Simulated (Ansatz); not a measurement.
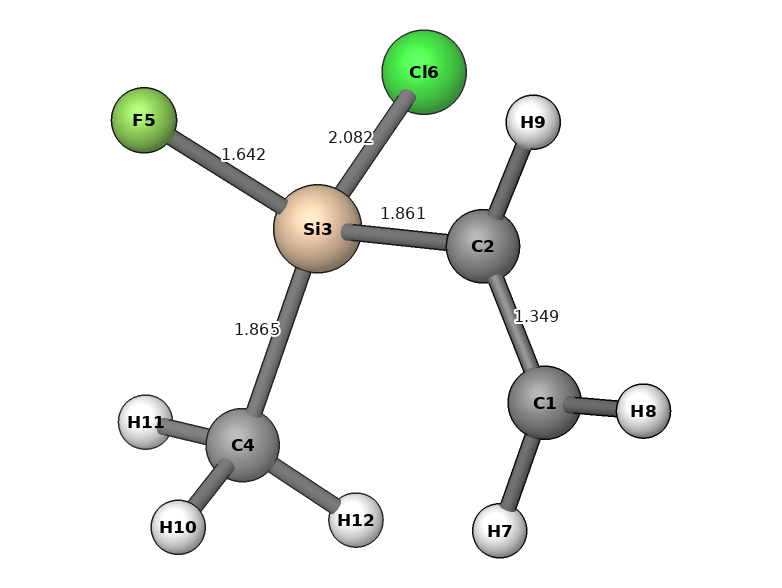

Bond lengths are marked in Å; every bond is drawn as one stick. Computed geometry: PBE-D4/def2-SVP optimisation. No frequency run is at hand to confirm it as a minimum.

Q: Assign a bond order to each marked bond.

A: C1–C2 double; C2–Si3 single; Si3–C4 single; Si3–F5 single; Si3–Cl6 single.

Q: Write the SMILES.

A: C=C[Si@@](C)(F)Cl
